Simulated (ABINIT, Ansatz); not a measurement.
# NdAl (Pm-3m): phonons by linear response, part 3 of 3

How does NdAl (Pm-3m) vibrate, and is this structure a minimum?

ABINIT 10.8.3; DFT PBEsol, scalar-relativistic, plane waves, PseudoDojo norm-conserving, 4f in core pseudopotentials (the lanthanide files made for PBE).

So far, highest frequency (cm⁻¹): step 7 (dispersion) 250. The relaxed cell has a = 3.677 Å (conventional setting).

## (8) Sums over the zone

Sums over the zone need many more wavevectors than were solved, so the interpolation is sampled on a dense mesh.

The input, anaddb.abi:

```
ddb_filepath "all_DDB"
output_file "anaddb.abo"
outdata_prefix "anaddb"
ifcflag 1
ngqpt 2 2 2
nqshft 1
q1shft 0.0 0.0 0.0
asr 1
chneut 0
dipdip 0
dipquad 0
quadquad 0
prtdos 2
ng2qpt 12 12 12
dosdeltae 4.5563e-06
ntemper 11
temperinc 100.0
tempermin 0.0
```

Started as:

```console
OMP_NUM_THREADS=1 anaddb anaddb.abi > anaddb.log
```

Numbers of over 12 decimals in the logs are rounded to 6 here.

anaddb.abo, the main output file:

```text
-outvars_anaddb: echo values of input variables ----------------------

 Flags :
     ifcflag         1
 Miscellaneous information :
         asr         1
      chneut         0
 Interatomic Force Constants Inputs :
      dipdip         0
     dipquad         0
    quadquad         0
      ifcana         0
      ifcout         0
 Description of grid 1 :
        brav         1
       ngqpt         2         2         2
      nqshft         1
      q1shft
                     0.00000000E+00  0.00000000E+00  0.00000000E+00
 Phonon DOS information :
   dosdeltae  4.55630000E-06
    dossmear  4.55633525E-06
 Description of grid 2 (Fourier interp. or BZ sampling):
      ng2qpt        12        12        12
      ngrids         4
      q2shft         0.00000000E+00  0.00000000E+00  0.00000000E+00

================================================================================

 read the DDB information and perform some checks

  ==== Info on the Cryst% object ====
 Real(R)+Recip(G) space primitive vectors, cartesian coordinates (Bohr,Bohr^-1):
 R(1)=  6.9485652  0.0000000  0.0000000  G(1)=  0.1439146  0.0000000  0.0000000
 R(2)=  0.0000000  6.9485652  0.0000000  G(2)=  0.0000000  0.1439146  0.0000000
 R(3)=  0.0000000  0.0000000  6.9485652  G(3)=  0.0000000  0.0000000  0.1439146
 Unit cell volume ucvol=  3.3549451E+02 bohr^3
 Angles (23,13,12)=  9.00000000E+01  9.00000000E+01  9.00000000E+01 degrees
 Time-reversal symmetry is present
 Reduced atomic positions [iatom, xred, symbol]:
    1)    0.5000000  0.5000000  0.5000000  Nd
    2)    0.0000000  0.0000000  0.0000000  Al

 DDB file with 4 blocks has been read.

================================================================================

 Calculation of the interatomic forces

       Homogeneous q point set in the B.Z.
 Grid q points  :        8
  1)   0.00000000E+00  0.00000000E+00  0.00000000E+00
  2)   5.00000000E-01  0.00000000E+00  0.00000000E+00
  3)   0.00000000E+00  5.00000000E-01  0.00000000E+00
  4)   5.00000000E-01  5.00000000E-01  0.00000000E+00
  5)   0.00000000E+00  0.00000000E+00  5.00000000E-01
  6)   5.00000000E-01  0.00000000E+00  5.00000000E-01
  7)   0.00000000E+00  5.00000000E-01  5.00000000E-01
  8)   5.00000000E-01  5.00000000E-01  5.00000000E-01

 The interatomic forces have been obtained

================================================================================

 Calculation of phonon density of states

 Average speed of sound partial sums:     0.1336500187E-02 (at units)
-                                   =           2.9238 [km/s]

 Debye frequency from partial sums:     0.7497058070E-03 (Ha)
-                                 =     0.4932827243E+01 (THz)
-Debye temperature from partial sums:     0.2367383698E+03 (K)

 Average speed of sound:     0.1239025221E-02 (at units)
-                      =           2.7106 [km/s]

 Debye frequency from DOS:     0.6950275146E-03 (Ha)
-                        =     0.4573061362E+01 (THz)
-Debye temperature from DOS:     0.2194723307E+03 (K)

-
```

Elapsed: 0.57 s, on 1 thread of Arm Neoverse V2, shared host.

Numbers from this step:

```yaml
share_of_modes_beyond_3i_cm_minus1_on_the_dense_interpolated_mesh: 0
zero_point_energy_per_atom: 28.1 meV
heat_capacity_at_300_k: 23.63 J/(mol atoms K)
vibrational_entropy_at_300_k: 38.04 J/(mol atoms K)
```

The phonon density of states has structure finer than the step of the table below, so its rows give means over 10 cm⁻¹, whole bins alone (the curve runs from -30 to 280 cm⁻¹). Peaks (cm⁻¹: height): 48.0: 0.0413, 70.0: 0.0502, 96.0: 0.0547, 210.0: 0.0750, 248.0: 0.107.

Tetrahedra. Table of phonon density of states by wavenumber; means over each step:

```csv
wavenumber (cm⁻¹),phonon density of states (1/cm⁻¹/cell)
0,5.5e-6
10,2.2e-4
20,0.00177
30,0.00982
40,0.0225
50,0.0362
60,0.0301
70,0.0455
80,0.0424
90,0.0379
100,0.0430
110,0.0204
120,0.00949
130,1.0e-3
140,0
150,0
160,0
170,0
180,0
190,0
200,0.00794
210,0.0595
220,0.0697
230,0.0598
240,0.0631
250,0.0408
260,0
```

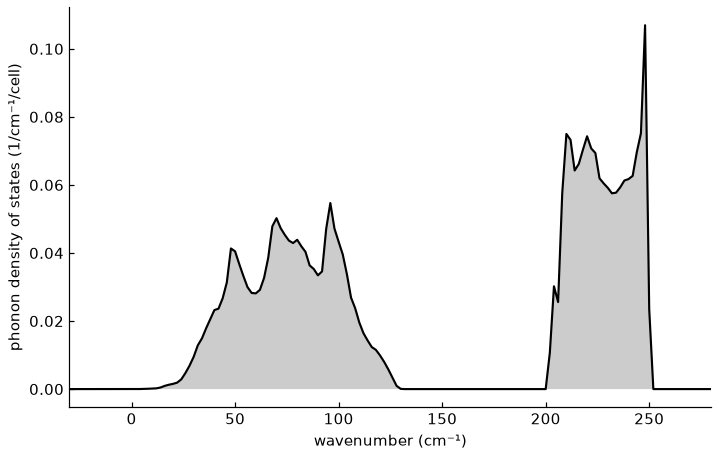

Phonon density of states against wavenumber.

Harmonic thermodynamic functions per atom, summed over the density of states scaled to three modes an atom; melting is ignored. Thermodynamic functions:

```csv
T (K),F_vib (meV/atom),S (J/mol-atom/K),C_V (J/mol-atom/K)
0,28.1,0,0
50,27.02,6.028,9.324
100,21.53,15,16.74
200,-1.62,28.72,22.17
300,-36.5,38.04,23.63
400,-79.65,44.93,24.19
500,-129.1,50.36,24.45
600,-183.7,54.83,24.6
700,-242.6,58.63,24.69
800,-305.1,61.93,24.75
900,-370.8,64.85,24.79
1000,-439.4,67.46,24.82
```

At 300 K the heat capacity has reached 95 % of the Dulong-Petit value.

## (9) The same in Ansatz

A second program on the same cell, potentials, cutoff and meshes tests the implementation of the phonon response, not its convergence.

This step: DFT PBEsol, scalar-relativistic, plane waves, norm-conserving pseudopotentials, 4f in core (Ansatz 0.2.0).

The input, input.yaml:

```yaml
crystal:
  lattice:
    - [3.6770223763, 0.0, 0.0]
    - [0.0, 3.6770223763, 0.0]
    - [0.0, 0.0, 3.6770223763]
  atoms:
    - { symbol: Nd, position: [0.5, 0.5, 0.5] }
    - { symbol: Al, position: [0.0, 0.0, 0.0] }
kpoints:
  mp_grid: { grid: [10, 10, 10] }
hamiltonian:
  xc: pbesol
  pseudopotentials:
    kind: nc
    azcp: { Nd: "pseudopotentials/pbe/nc/lanthanide_3plus/Nd.nc.azcp" }
    accuracy: standard
scf:
  occupations: { method: methfessel_paxton, width: 0.27211 }
output:
  eigenvalues: true
basis:
  ecutwfc: 598.65
phonons:
  method: dfpt
  qmesh: [2, 2, 2]
  temperatures: { t_max: 1000, t_step: 50 }
  qpath:
    path:
      - [[0.0, 0.0, 0.0], [0.0, 0.5, 0.0], [0.5, 0.5, 0.0], [0.0, 0.0, 0.0], [0.5, 0.5, 0.5], [0.0, 0.5, 0.0]]
      - [[0.5, 0.5, 0.5], [0.5, 0.5, 0.0]]
    npoints: 10
```

Started as:

```console
ansatz run input.yaml --threads 4 --pin off --max-ram 8192MiB --backend cpu --events-out ev --progress --plain --runs-dir out
```

The program printed:

```text
Warning: basis.ecutwfc = 598.65 eV is below the records' recommended 653.07327 eV, and the density's cutoff is lower with it unless basis.ecutrho_ratio is high enough to keep the records' density cutoff: compare with a run at a higher cutoff
Warning: <dir> the record states the generating functional pbe (its physics header spells it `PBE`), which answers neither for hamiltonian.xc's functional nor for the pbesol family's — results may be inconsistent (PPs are generated against a specific XC)
Engine: ansatz 0.2.0, aarch64-unknown-linux-gnu
Pseudopotentials: kind: nc
Pseudopotential: Nd, nc, valence charge 11, recommended cutoff 653.07327 eV (normal), <dir>
Pseudopotential: Al, nc, valence charge 3, recommended cutoff 544.227725 eV (normal), Al.nc.azcp (PseudoDojo's, or run here from an input of PseudoDojo's; its table is named by hamiltonian.pseudopotentials.accuracy)
Functional definition: PBEsol
  exchange = pbesol_x
  correlation = pbesol_c
Crystal: 2 atoms, lattice volume = 49.715 Å³
Basis set: ecut = 598.65 eV, 1647 PW (Γ), exchange–correlation on 60×60×60 points (8 copies of the dense FFT grid, shifted against one another)
Bands: 11, of which v1, the nominal top of the filled ones, is band 7 counted from 1 (6 counted from 0)
Symmetry: 48 space group operations
k-points: 56 of 1000
Non-local potential: Nd, projectors of the file, l = 0: 2, l = 1: 2, l = 2: 2, l = 3: 1
Non-local potential: Al, projectors of the file, l = 0: 2, l = 1: 2, l = 2: 2
Initial density: superposition of atomic densities (chi_scale 0.1, normalization cell, long waves kept (reshape's long-wave potential 0.00 eV rms))
Initial wavefunctions: pseudopotential atomic-orbital guess
Functional: x = pbesol(κ = 0.804, μ = 0.123457), c = pbesol(β = 0.046)
SCF iter   1: F=—  HF=-1101.784030 eV  |F-HF|=—  |Δ(HF+E_count)|=         —  Δρ=1.55e-2  dr2=1.49e-1  ethr=3.10e-3  ⟨swp⟩=5.0  Hψ=3415  notcnv=0
preconditioner: auto → none  [metal: Δε(μ)=0.004 eV  Ē_g=4.995 eV  σ=0.272 eV  W_gap=0.01  n_scr=6 (ndim 8)  ℏωp=12.9 eV  f_vac=0.000  D(μ)=0.52/eV (n_scr^D=0)  sad-step TF]
SCF iter   2: F=—  HF=-1101.750943 eV  |F-HF|=—  |Δ(HF+E_count)|=   3.31e-2  S|Δr|=    0.00e0  Δρ=9.79e-3  dr2=6.19e-2  ethr=1.07e-3  ⟨swp⟩=1.0  Hψ=1066  notcnv=0
SCF iter   3: F=—  HF=-1101.726088 eV  |F-HF|=—  |Δ(HF+E_count)|=   2.49e-2  S|Δr|=    0.00e0  Δρ=7.06e-4  dr2=2.03e-4  ethr=4.42e-4  ⟨swp⟩=2.7  Hψ=966  notcnv=0
SCF iter   4: F=—  HF=-1101.726031 eV  |F-HF|=—  |Δ(HF+E_count)|=   5.69e-5  S|Δr|=    0.00e0  Δρ=2.85e-4  dr2=9.74e-5  ethr=1.45e-6  ⟨swp⟩=2.5  Hψ=1083  notcnv=0
SCF iter   5: F=—  HF=-1101.725997 eV  |F-HF|=—  |Δ(HF+E_count)|=   3.46e-5  S|Δr|=    0.00e0  Δρ=5.27e-5  dr2=6.77e-7  ethr=6.96e-7  ⟨swp⟩=2.8  Hψ=1031  notcnv=0
SCF iter   6: F=—  HF=-1101.725997 eV  |F-HF|=—  |Δ(HF+E_count)|=   6.46e-7  S|Δr|=    0.00e0  Δρ=1.18e-5  dr2=2.44e-8  ethr=4.83e-9  ⟨swp⟩=2.2  Hψ=941  notcnv=0
SCF iter   7: F=—  HF=-1101.725997 eV  |F-HF|=—  |Δ(HF+E_count)|=   1.90e-8  S|Δr|=    0.00e0  Δρ=1.34e-6  dr2=5.90e-10  ethr=1.74e-10  ⟨swp⟩=2.5  Hψ=1033  notcnv=0
SCF iter   8: F=—  HF=-1101.725997 eV  |F-HF|=—  |Δ(HF+E_count)|=  1.89e-10  S|Δr|=    0.00e0  Δρ=1.73e-7  dr2=1.32e-11  ethr=4.21e-12  ⟨swp⟩=2.0  Hψ=1012  notcnv=0
SCF iter   9: F=-1101.725997 eV  HF=-1101.725997 eV  |F-HF|=2.27e-13  |Δ(HF+E_count)|=  5.91e-12  S|Δr|=    0.00e0  Δρ=7.79e-9  dr2=1.36e-14  ethr=1.00e-12  ⟨swp⟩=6.7  Hψ=3112  notcnv=0
SCF 1 converged in 9 iterations: F = -1101.725997 eV  dr2 = 1.36e-14
Initial density: read from a saved state, or passed on in memory by an earlier SCF of this step, an earlier step, the calling program or the single point that the run made first
iter 1 solved again at ethr=3.44e-8 eV; its pass at ethr=3.10e-3 eV (dr2=4.81e-6 eV) is discarded
SCF iter   1: F=—  HF=-1101.725997 eV  |F-HF|=—  |Δ(HF+E_count)|=         —  Δρ=1.89e-7  dr2=1.22e-11  ethr=3.44e-8  ⟨swp⟩=4.4  Hψ=5959  notcnv=0
eigensolver tolerance schedule: the retry pair's looser diagonalisation over-reported the residual by 395925.77 of it (diagonalisation noise at an unbounded share of the residual, at the tolerance the schedule requests for it); recorded, not acted on — ethr = c·dr2/N_el stays at c = 1.0e-1
preconditioner: auto → none  [metal: Δε(μ)=0.070 eV  Ē_g=5.001 eV  σ=0.272 eV  W_gap=0.21  n_scr=6 (ndim 8)  ℏωp=12.9 eV  f_vac=0.000  D(μ)=0.51/eV (n_scr^D=0)]
SCF iter   2: F=—  HF=-1101.725997 eV  |F-HF|=—  |Δ(HF+E_count)|=   6.61e-7  S|Δr|=    0.00e0  Δρ=1.22e-7  dr2=9.07e-12  ethr=1.00e-12  ⟨swp⟩=3.3  Hψ=3108  notcnv=0
SCF iter   3: F=-1101.725997 eV  HF=-1101.725997 eV  |F-HF|=9.09e-13  |Δ(HF+E_count)|=  1.82e-12  S|Δr|=    0.00e0  Δρ=6.95e-8  dr2=2.06e-12  ethr=1.00e-12  ⟨swp⟩=1.0  Hψ=1464  notcnv=0
SCF 2 converged in 3 iterations: F = -1101.725997 eV  dr2 = 2.06e-12
phonons: the bands overlap, so this run is a metal and interpolates without the dipole-dipole term. If the crystal is really an insulator or semiconductor, its LO-TO splitting is missing
NSCF: frozen V_eff on 56 k-points
WARN: eigensolver did not converge in 8 slots of this pass, the one above among them; of largest residual over every band (k=36): 1 band(s) unlocked (lowest unlocked band 10, counted from 0; max residual 2.22e-3 eV among the unlocked bands, 2.22e-3 eV over every band); of lowest unlocked band (k=10): band 10
NSCF: frozen V_eff on 126 k-points
DFPT response loops at q = (0, 0, 0) (fractional): preconditioner auto → Kerker (q_TF=auto, 2.209 Å⁻¹) (partly filled bands, converged f_vac=0.000); β = 1.00, the filter's whole step (`scf.mixing.beta` (0.50) is not read by the response loops under this deck's `scf.mixing.preconditioner`; to damp them name `kerker` or `kerker_dos`, under which they read `scf.mixing.beta`, and type it under 1.00, their step now; both keys bind the ground state too); Broyden in place of MSR1
NSCF: frozen V_eff on 432 k-points
DFPT response loops at q = (0, 0, -0.5) (fractional): mixed as the last ones told, above
NSCF: frozen V_eff on 432 k-points
DFPT response loops at q = (0, -0.5, -0.5) (fractional): mixed as the last ones told, above
NSCF: frozen V_eff on 252 k-points
DFPT response loops at q = (-0.5, -0.5, -0.5) (fractional): mixed as the last ones told, above
SCF converged after 9 iterations
Stability not checked: this state was not tested for a lower state beside it, because cold or Methfessel-Paxton smearing, or corrected tetrahedra, fill the levels in a way that the test cannot read (fill_not_monotonic; see scf.lower_state_search)
Free energy (F): -1101.725997 eV
Harris-Foulkes:  -1101.725997 eV  (|F-HF|=2.27e-13)
Internal energy: -1101.731659 eV  (E = F + TS)
E sigma→0 (E₀):  -1101.727413 eV
Entropy (-TS):   0.005661 eV (2.831 meV/atom)
Fermi energy:    9.983915 eV
--- Per-component energies (eV) ---
  E_band       = -63.606079
  E_kinetic    = 262.831887
  E_local      = -460.465574  (includes V_loc(G=0)·N_el)
  E_nonlocal   = 63.756623
  E_hartree    = 139.514648
  E_xc         = -281.506536
  E_vxc        = -208.758311  (∫ρ·V_xc dr)
  E_ewald      = -825.862706
  E_smearing   = 0.005661  (= −TS)
  E_closure    = -0.000000  (closes the sum)
  Σ components = -1101.725997   (vs F -1101.725997, Δ=0.00e0)
--- Band table (eV; the first three rows and the last of 56) ---
  k-point 0: bands = [... 3 lower, -8.5689, 2.8585, 8.9971, 8.9971, 13.4411, 13.4411, 13.4411, 14.0225]
  k-point 1: bands = [... 3 lower, -8.5630, 3.0142, 9.0174, 9.0724, 12.7056, 12.7056, 13.1350, 14.0695]
  k-point 2: bands = [... 3 lower, -8.5472, 3.4548, 8.8319, 9.2859, 11.8506, 11.8506, 12.9270, 14.1981]
  k-point 55: bands = [... 3 lower, -9.0055, 7.1860, 7.1860, 7.1860, 8.1984, 14.8937, 14.8937, 14.8937]
--- Phonons (Γ-DFPT): 2 representative perturbations + reference (Σ response iterations 5) ---
  ASR residual: 1.018e-5 → 0.000e0 eV/Å²; symmetrization residual: 5.264e-7 eV/Å²
  ASR residual per site (eV/Å²): 1.02e-5 8.67e-7
  Γ frequencies (cm⁻¹): 0.00 0.00 0.00 207.26 207.26 207.26
--- Phonons (arbitrary-q DFPT): 4 irreducible q on the 2×2×2 mesh ---
  q = [0.0000, 0.0000, 0.0000] (star 1, of the zone-centre solve; hermiticity 2.93e-7, symmetrization 7.17e-15): -0.00 0.00 0.00 207.26 207.26 207.26
  q = [0.0000, 0.0000, -0.5000] (star 3, 4 solved perturbations in 684 linear systems a pass and spin channel, the states on 216 of 1000 k-point pairs; hermiticity 5.37e-14, symmetrization 4.02e-15, the responses' own estimated error 1.6e-4 eV/Å²): 82.14 82.14 130.73 206.58 206.58 216.17
  q = [0.0000, -0.5000, -0.5000] (star 3, 4 solved perturbations in 684 linear systems a pass and spin channel, the states on 216 of 1000 k-point pairs; hermiticity 4.81e-7, symmetrization 2.81e-14, the responses' own estimated error 1.6e-4 eV/Å²): 18.03 18.03 60.12 223.77 249.77 249.77
  q = [-0.5000, -0.5000, -0.5000] (star 1, 2 solved perturbations on 126 of 1000 k-point pairs; hermiticity 1.90e-13, symmetrization 2.18e-13, the responses' own estimated error 1.3e-4 eV/Å²): 129.17 129.17 129.17 247.93 247.93 247.93
  sum rule: each row above includes the acoustic sum rule's correction from the zone centre's row sums; it moved no ω² by more than (0.14 cm⁻¹)²
  mesh force constants: q→R imaginary residual 3.18e-17; ASR residual 1.018e-5 → 0.000e0 eV/Å²; symmetrization residual 6.217e-15 eV/Å²
  interpolated dispersion: 62 rows × 6 modes
  density of states and harmonic sums: on the 18×18×18 q-mesh, interpolated from the force constants of a 2×2×2 supercell (no non-analytic term)
  largest difference from the sums on the solved wave vectors: F 2.89e-2 eV, S 6.12e-5 and C_V 3.23e-5 eV/K
  zero-point energy: 0.056126 eV/cell   skipped modes (ω ≤ 0): 3   left out of the sums: 8.57e-5 of the cell's modes: C_V's classical limit lies that fraction below 3 k_B per atom; for a crystal, a wire or a layer, F and S can be off by more, and a phonons.interpolated_qmesh denser along its periods is the remedy for the sampling
```

The job ended after 25 s (4 threads; peak memory 0.73 GiB).

Read from the output:

| Property | Result |
| --- | --- |
| sum-rule residual before enforcement | 1.02e-5 eV/Å² |
| mean frequency | 150.9 cm⁻¹ |
| Debye temperature (second moment) | 316 K |
| logarithmic mean frequency | 126.3 cm⁻¹ |
| highest optical zone-centre mode (no LO-TO term) | 207.3 cm⁻¹ |
| lowest optical zone-centre mode | 207.3 cm⁻¹ |
| lowest mode on the q mesh (acoustic ones at the zone centre apart) | 18.03 cm⁻¹ |
| zero-point energy per atom | 28.06 meV |
| vibrational entropy at 300 K | 38.12 J/(mol atoms K) |

## (10) The two compared: ABINIT PseudoDojo and Ansatz, PseudoDojo

Numbers from this step:

```
root-mean-square difference             : 0.04 cm⁻¹
largest difference                      : 0.09 cm⁻¹
root-mean-square difference on the path : 0 cm⁻¹
largest difference on the path          : 0.1 cm⁻¹
```

The interpolated bands of the two lie on top of each other.

At the solved wavevectors the largest difference (acoustic modes at Γ apart) is 0.04 % of the highest mode.

## (11) What came out

```
space group after relaxation                                       : Pm-3m
volume per atom                                                    : 24.9 Å³
highest optical zone-centre mode (no LO-TO term)                   : 207.2 cm⁻¹
q mesh                                                             : 2×2×2
lowest mode on the q mesh (acoustic ones at the zone centre apart) : 18.1 cm⁻¹
zero-point energy per atom                                         : 28.1 meV
heat capacity at 300 K                                             : 23.6 J/(mol atoms K)
vibrational entropy at 300 K                                       : 38.0 J/(mol atoms K)
imaginary modes on the q mesh                                      : none
largest difference from Ansatz, PseudoDojo                         : 0.09 cm⁻¹
```

In words: NdAl (Pm-3m) is dynamically stable on the 2×2×2 mesh; its spectrum reaches 250 cm⁻¹. At the PBEsol level the optical modes of NdAl (Pm-3m) at the zone centre lie at 207 cm⁻¹. ABINIT PseudoDojo and Ansatz, PseudoDojo agree to 0.09 cm⁻¹ (0.04 % of the highest mode compared) on all solved modes but the acoustic ones at Γ, without the LO-TO term. These are harmonic frequencies at zero temperature: anharmonic shifts and linewidths and thermal expansion are left out. Spin-orbit coupling is left out, which can matter for the heavy elements here. In a metal the frequencies hang on the k mesh and the smearing, most of all near Kohn anomalies. The 4f electrons are frozen in the core as for a trivalent ion, in files made for PBE, so their moments and any magnetic order are left out. Ansatz warns that the cutoff lies 8 % under the one recommended for these files; agreement at one cutoff is not convergence. The q mesh stands for a supercell only 7.4 Å across, so branches between the solved wavevectors are rough.

[Host names and launcher messages were left out of these logs when they were recorded.]

[Logs are printed without paths, hosts, clocks, repeated set-up lines and the standing remarks that a program may print on its own settings, such as how far it seeks lower states.]

[Hosts, paths, dates, database ids (printed as entryN), source tags and the programs' standing remarks are cut or masked in the printed files.]
